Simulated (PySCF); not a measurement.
# C5H7FOSi (SMILES FC1=C[SiH2]OC=CC1): what the fields show

Input

```
{"job": {"kind": "uv", "xc": "PBE0", "basis": "def2-SVPD", "nstates": 8, "ntriplets": 3}, "charge": 0, "multiplicity": 1}
F     -1.221311    -2.310999    -0.893142
C     -0.456016    -1.351577    -0.309027
C      0.844070    -1.294164    -0.549211
Si     1.862015     0.103816     0.180866
O      1.007033     1.491305     0.073497
C     -0.282480     1.759191    -0.202875
C     -1.320269     0.955340    -0.015876
C     -1.234225    -0.426812     0.577935
H      1.275603    -2.028359    -1.212081
H      3.042377     0.376791    -0.629944
H      2.159474    -0.130748     1.596757
H     -0.411685     2.755104    -0.611586
H     -2.296610     1.312123    -0.300448
H     -0.736181    -0.372177     1.550809
H     -2.236209    -0.830844     0.722413
```

Launched as:

```sh
OMP_NUM_THREADS=1 python probes_run.py task.json out
```

Geometry: GFN2-xTB.

Computed with PBE0/def2-SVPD, SCF density, gas phase (PySCF 2.14.0).

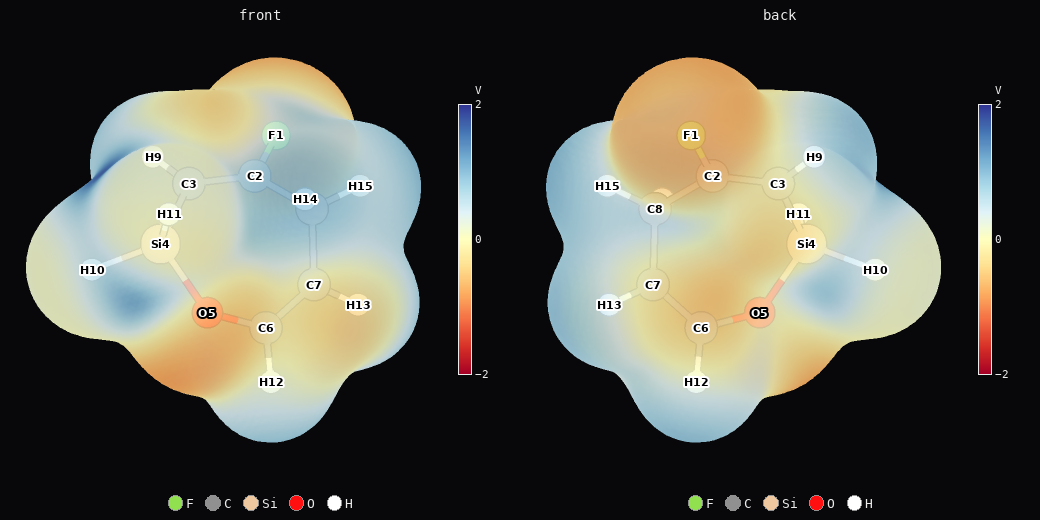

Figure 1. The electrostatic potential painted on the density surface at 0.002 e/bohr³, seen from the front and from behind; the colour scale runs from red (negative) to blue (positive).

Which sites attract a positive test charge, and which a negative one?

Answer. A positive charge is drawn to the negative regions and a negative charge to the positive ones. The most negative region (about −0.8 V) lies over O5, the most positive (about +1.5 V) over Si4.

How polar is the molecule by this calculation?

Answer. Its dipole moment is 0.71 D.

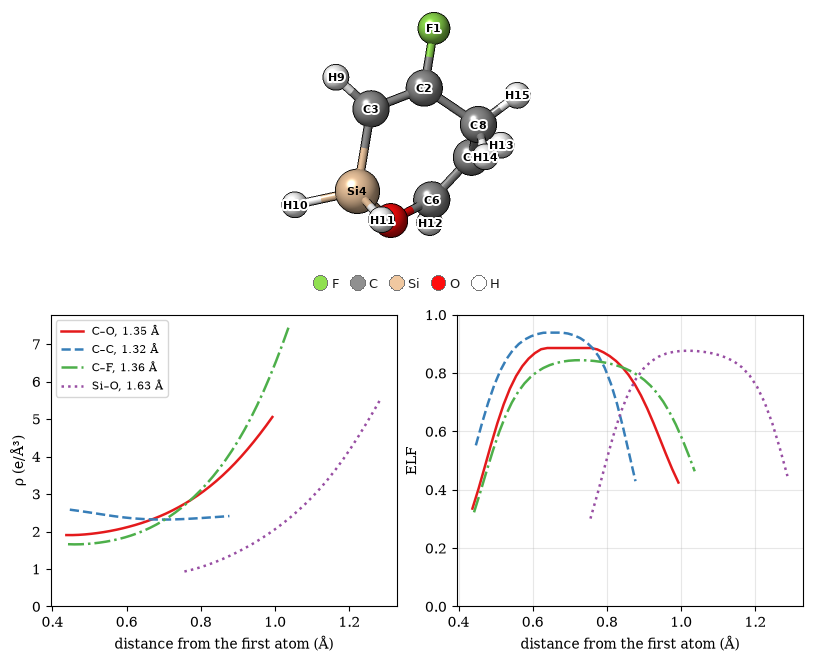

Figure 2. Electron density and electron localisation function along straight lines between neighbouring atoms. The curves leave out the atomic cores. The structure is drawn too.

Compare the contacts.

Answer. C–O (1.35 Å): ρ at the midpoint is about 2.3 e/Å³, with its minimum of 1.9 e/Å³ about 0.5 Å from C; the ELF peaks at about 0.90 between the atoms, as expected for a polar covalent bond.
C–C (1.32 Å): ρ is about 2.3 e/Å³ halfway; the ELF peaks at about 0.95 between the atoms; a short, multiple covalent bond.
C–F (1.36 Å): ρ is about 2.2 e/Å³ halfway, with its minimum of 1.7 e/Å³ about 0.5 Å from C; the ELF peaks at about 0.85 between the atoms: a shared but strongly polarised pair.
Si–O (1.63 Å): ρ at the midpoint is about 1.1 e/Å³; the ELF peaks at about 0.90 between the atoms; a shared but strongly polarised pair.
